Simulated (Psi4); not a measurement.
# A workflow on BCF5 (SMILES FB(F)C(F)(F)F)

We compute the energy (r2SCAN-D4/def2-TZVPP), then the energy (wB97M-V/def2-TZVPP) of BCF5. 

Program for the calculation: Psi4 1.11.

**1. The molecule**

The species is BCF5 (7 atoms), meant as a singlet with charge 0. SMILES: `FB(F)C(F)(F)F`.

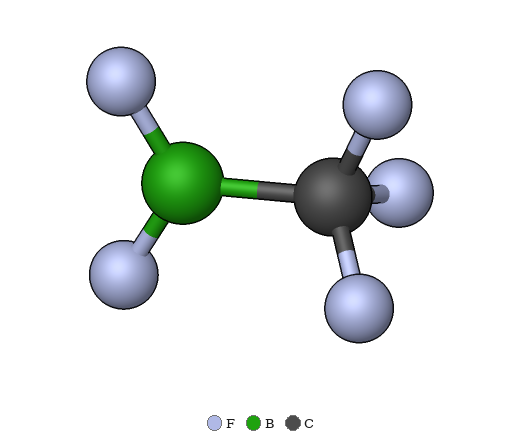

Viewed from a chosen angle; fluorine light blue, boron green, carbon dark grey.

**2. The energy at r2SCAN-D4/def2-TZVPP (density fitting) (run 5)**

run.py

```python
import psi4

psi4.set_memory(3300000000)
psi4.set_num_threads(2)
psi4.core.set_output_file('cbf5.out', False)

geom = psi4.geometry("""
F      2.29048034    -2.52461741     1.47612177
B      0.12332353    -1.64663176     0.69396412
F     -1.90907692    -3.03629855     0.85372157
C     -0.08808013     1.17357662    -0.45695467
F     -1.29340415     1.16265400    -2.68613230
F     -1.41289153     2.66243514     1.11748954
F      2.16411436     2.25482121    -0.81071140
units au
symmetry c1
""")

psi4.set_options({
    'basis': 'def2-TZVPP',
    'scf_type': 'df',
    'dft_radial_points': 99,
    'dft_spherical_points': 590,
})

E, wfn = psi4.energy('r2scan-d4', molecule=geom, return_wfn=True)
print(f'total energy {E:.8f} hartree = {E * 27.211386:.5f} eV')
for k, v in sorted(psi4.core.scalar_variables().items()):
    print(f'{k:45s} {v:18.10f}')
```

Started as:

```bash
$ python run.py
```

cbf5.out (excerpt; [...] marks lines left out):

```text
[...]
  Running in c1 symmetry.
[...]
  Nuclear repulsion =  321.268868984320648
[...]
  Multiplicity = 1
[...]
  Nalpha       = 28
  Nbeta        = 28
[...]
    Number of basis functions: 217
[...]
   @DF-RKS iter   1:  -562.19878030443851   -3.55004e-01   2.94502e-03 ADIIS/DIIS
[...]
   @DF-RKS iter   8:  -562.31174024181121   -1.73178e-07   4.43271e-07 DIIS
[...]
    Orbital Energies [Eh]
    ---------------------
    Doubly Occupied:
       1A    -24.542644     2A    -24.541811     3A    -24.535020
       4A    -24.534322     5A    -24.533526     6A    -10.282793
       7A     -6.771532     8A     -1.289635     9A     -1.239258
      10A     -1.214343    11A     -1.202145    12A     -1.201507
      13A     -0.694229    14A     -0.594882    15A     -0.570968
      16A     -0.569755    17A     -0.557561    18A     -0.530566
      19A     -0.490578    20A     -0.460053    21A     -0.445019
      22A     -0.442670    23A     -0.436232    24A     -0.423817
      25A     -0.407127    26A     -0.400945    27A     -0.384539
      28A     -0.339388
[...]
  @DF-RKS Final Energy:  -562.31174024181121
   => Energetics <=
    Nuclear Repulsion Energy =            321.2688689843206475
    One-Electron Energy =               -1420.0041763777858250
    Two-Electron Energy =                 598.1476013940348366
    DFT Exchange-Correlation Energy =     -61.7229216456897802
    Empirical Dispersion Energy =          -0.0011125966911976
    VV10 Nonlocal Energy =                  0.0000000000000000
    Total Energy =                       -562.3117402418112079
[...]
 Multipole Moments:
 ------------------------------------------------------------------------------------
     Multipole            Electronic (a.u.)      Nuclear  (a.u.)        Total (a.u.)
 ------------------------------------------------------------------------------------
 L = 1.  Multiply by 2.5417464519 to convert [e a0] to [Debye]
 Dipole X            :          0.1031079           -0.0520009            0.0511069
 Dipole Y            :         -1.0344276            0.7197569           -0.3146708
 Dipole Z            :          0.4127999           -0.2945738            0.1182261
 Magnitude           :                                                    0.3400103
[...]
```

Standard output:

```text
total energy -562.31174024 hartree = -15301.28182 eV
CURRENT ENERGY                                   -562.3117402418
CURRENT REFERENCE ENERGY                         -562.3117402418
DD SOLVATION ENERGY                                 0.0000000000
DFT FUNCTIONAL TOTAL ENERGY                      -562.3106276451
DFT TOTAL ENERGY                                 -562.3117402418
DFT VV10 ENERGY                                     0.0000000000
DFT XC ENERGY                                     -61.7229216457
DISPERSION CORRECTION ENERGY                       -0.0011125967
GRID ELECTRONS ALPHA                               28.0000000654
GRID ELECTRONS BETA                                28.0000000654
GRID ELECTRONS TOTAL                               56.0000001308
NUCLEAR REPULSION ENERGY                          321.2688689843
ONE-ELECTRON ENERGY                             -1420.0041763778
PCM POLARIZATION ENERGY                             0.0000000000
PE ENERGY                                           0.0000000000
R2SCAN-D4(BJ,EEQ)ATM DISPERSION CORRECTION ENERGY      -0.0011125967
SCF ITERATION ENERGY                             -562.3117402418
SCF ITERATIONS                                      8.0000000000
SCF TOTAL ENERGY                                 -562.3117402418
TWO-ELECTRON ENERGY                               598.1476013940
XC GRID RADIAL POINTS                              99.0000000000
XC GRID SPHERICAL POINTS                          590.0000000000
XC GRID TOTAL POINTS                           392546.0000000000
```

Run time: 86 s. Hardware: 2 threads of AMD EPYC 7R43 (Zen 3), shared host; peak memory 2.4 GiB.

**3. The energy at wB97M-V/def2-TZVPP (density fitting) (run 8)**

calc.py

```python
import psi4

psi4.set_memory(3300000000)
psi4.set_num_threads(2)
psi4.core.set_output_file('output.dat', False)

m = psi4.geometry("""
F
B 1 1.304741
F 2 1.305615 1 120.19412
C 2 1.615758 1 120.61963 3 179.42002
F 4 1.34104 2 111.13205 1 129.62595
F 4 1.344016 5 107.44106 2 -120.52323
F 4 1.335228 5 107.64133 6 -115.55095
symmetry c1
""")

options = {'basis': 'def2-TZVPP', 'scf_type': 'df', 'dft_radial_points': 99, 'dft_spherical_points': 590, 'dft_vv10_postscf': True}
psi4.set_options(options)

energy_value = psi4.energy('wb97m-v')
print(f'total energy {energy_value:.8f} hartree = {energy_value * 27.211386:.5f} eV')
```

Started as:

```bash
$ python calc.py
```

output.dat (excerpt; [...] marks lines left out):

```text
[...]
  Running in c1 symmetry.
[...]
  Nuclear repulsion =  321.268845812668076
[...]
  Multiplicity = 1
[...]
  Nalpha       = 28
  Nbeta        = 28
[...]
    Number of basis functions: 217
[...]
   @DF-RKS iter   1:  -562.53553457857447   -6.70335e-01   2.87460e-03 ADIIS/DIIS
[...]
   @DF-RKS iter   8:  -562.64850386654825   -4.89060e-08   3.49965e-07 DIIS
[...]
    Orbital Energies [Eh]
    ---------------------
    Doubly Occupied:
       1A    -24.962469     2A    -24.961591     3A    -24.953299
       4A    -24.952848     5A    -24.952416     6A    -10.599557
       7A     -7.051526     8A     -1.467693     9A     -1.418363
      10A     -1.392572    11A     -1.379396    12A     -1.378980
      13A     -0.859356    14A     -0.758353    15A     -0.728157
      16A     -0.725787    17A     -0.721230    18A     -0.688588
      19A     -0.650265    20A     -0.622054    21A     -0.603458
      22A     -0.601748    23A     -0.590677    24A     -0.582287
      25A     -0.563255    26A     -0.557742    27A     -0.541715
      28A     -0.482165
[...]
  @DF-RKS Final Energy:  -562.41876453208545
   => Energetics <=
    Nuclear Repulsion Energy =            321.2688458126680757
    One-Electron Energy =               -1419.6013047981596173
    Two-Electron Energy =                 581.1392994196382915
    DFT Exchange-Correlation Energy =     -45.4554703916188316
    Empirical Dispersion Energy =           0.0000000000000000
    VV10 Nonlocal Energy =                  0.2298654253865840
    Total Energy =                       -562.4187645320854472
[...]
 Multipole Moments:
 ------------------------------------------------------------------------------------
     Multipole            Electronic (a.u.)      Nuclear  (a.u.)        Total (a.u.)
 ------------------------------------------------------------------------------------
 L = 1.  Multiply by 2.5417464519 to convert [e a0] to [Debye]
 Dipole X            :         -0.0251024            0.0056676           -0.0194348
 Dipole Y            :         -0.9688577            0.6716485           -0.2972092
 Dipole Z            :         -0.6047079            0.3954545           -0.2092533
 Magnitude           :                                                    0.3640027
[...]
```

Standard output:

```text
total energy -562.41876453 hartree = -15304.19410 eV
```

Wall time 96 s (2 threads of AMD EPYC 7R43 (Zen 3), shared host); peak memory 2.2 GiB.

**4. Outcome**

```
                                      quantity          value
     run 5, r2SCAN-D4/def2-TZVPP: total energy  -562.31174 Eh
    run 5, r2SCAN-D4/def2-TZVPP: dipole moment         0.86 D
      run 5, r2SCAN-D4/def2-TZVPP: HOMO energy       -9.24 eV
      run 5, r2SCAN-D4/def2-TZVPP: LUMO energy       -1.86 eV
    run 5, r2SCAN-D4/def2-TZVPP: HOMO–LUMO gap        7.38 eV
run 5, r2SCAN-D4/def2-TZVPP: dispersion energy   -2.92 kJ/mol
       run 8, wB97M-V/def2-TZVPP: total energy  -562.41876 Eh
      run 8, wB97M-V/def2-TZVPP: dipole moment         0.93 D
        run 8, wB97M-V/def2-TZVPP: HOMO energy      -13.12 eV
        run 8, wB97M-V/def2-TZVPP: LUMO energy        0.94 eV
      run 8, wB97M-V/def2-TZVPP: HOMO–LUMO gap       14.06 eV
```
